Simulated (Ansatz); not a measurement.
The starting structures come from a database of crystals and need not be the phases stable at ambient conditions.

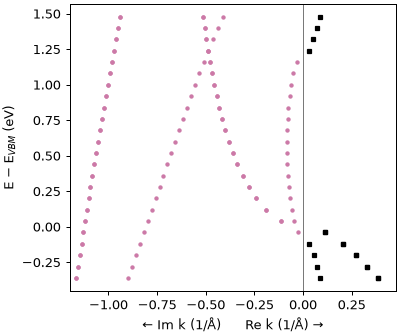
Complex bands at the centre of the two-dimensional zone; r2SCAN (Ansatz, a first-principles code)

The gap is the functional's own. No spin-orbit coupling. Mid-gap values are those at the computed energy nearest the middle.

Q: This is CdTe (P6_3mc, wurtzite, 4 atoms a cell, 35.3 Å³ an atom) along the normal of (001). Read off the slowest decay at the centre of the two-dimensional zone at 0.60 eV, the computed energy nearest the middle of the gap.

A: κ ≈ 0.08 1/Å, a decay length 1/(2κ) of the density of 6.1 Å.
